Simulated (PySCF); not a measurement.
ClH7Si2, SMILES `Cl.[SiH3][SiH3]`.

Computed with PySCF, PBE/6-31+G*, geometry: GFN2-xTB. The pair's geometry is semi-empirical, so its contact may be too short or too long. GFN2-xTB bond lengths at metals and heavier atoms can be off by up to 0.1 Å and shapes distorted, which carries into these values.

The calculation's input:

```python
import numpy as np
from pyscf import gto, scf, dft
from pyscf.scf import atom_ks, atom_hf
from scipy.linalg import block_diag

def solve(mol, dm0=None, hcore=None):
    mf = (dft.UKS if mol.spin else dft.RKS)(mol, xc='pbe')
    mf.grids.level = 3
    mf = mf.density_fit(auxbasis='def2-universal-jkfit')
    mf.conv_tol, mf.max_cycle = 1e-8, 80
    if hcore is not None:
        mf.get_hcore = lambda *args: hcore
    mf.kernel(dm0)
    if not mf.converged:
        mf = mf.newton().run(mf.mo_coeff, mf.mo_occ, max_cycle=30)
    assert mf.converged, 'SCF not converged'
    return mf

mol = gto.M(atom='''
Cl    -2.15124     0.01816    -0.01471
H     -3.37212    -0.31388     0.18165
Si     1.18492    -1.15347     0.00065
Si     1.16644     1.15352     0.00379
H      2.54385    -1.70017     0.01192
H      0.49672    -1.72394     1.16306
H      0.51965    -1.71704    -1.17878
H      2.51069     1.73267    -0.02907
H      0.50254     1.70459     1.19000
H      0.45078     1.70839    -1.15077
''', basis='6-31+g*', charge=0, spin=0, verbose=4)
mf = solve(mol)
mf.analyze()
# spherically averaged free atoms, for the promolecule
atm = atom_ks.get_atm_nrks(mol, xc='pbe')
pro = block_diag(*[(atm[a[0]][2] * atm[a[0]][3]) @ atm[a[0]][2].T for a in mol._atom])
np.savez('result.npz', e=mf.e_tot, c=mf.mo_coeff, occ=mf.mo_occ, eps=mf.mo_energy, pro=pro, dip=mf.dip_moment(verbose=0), s2=mf.spin_square()[0])
```

Launched as:

```sh
OMP_NUM_THREADS=1 python input.py
```

The run took 12 s on 1 thread of Arm Neoverse V1, on a shared host, peak memory 0.36 GiB.

Partitions, critical points and surface values were worked out afterwards from this run's density.

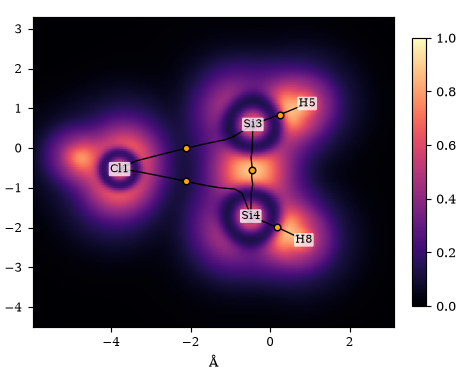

Localised orbital locator (LOL) in the plane of Cl1, Si3, Si4, H5 and H8, with bond paths and bond critical points (dots).

### What values does LOL take at the bond critical points in this plane?

Si3–Si4: about 0.88; Si4–H8: about 0.40; Si3–H5: about 0.40; Cl1–Si3: about 0.13; Cl1–Si4: about 0.12. Values above 0.5 mark slow, localised electrons, as in shared pairs; low values at a critical point mark a polar or closed-shell contact whose critical point lies between the shells.
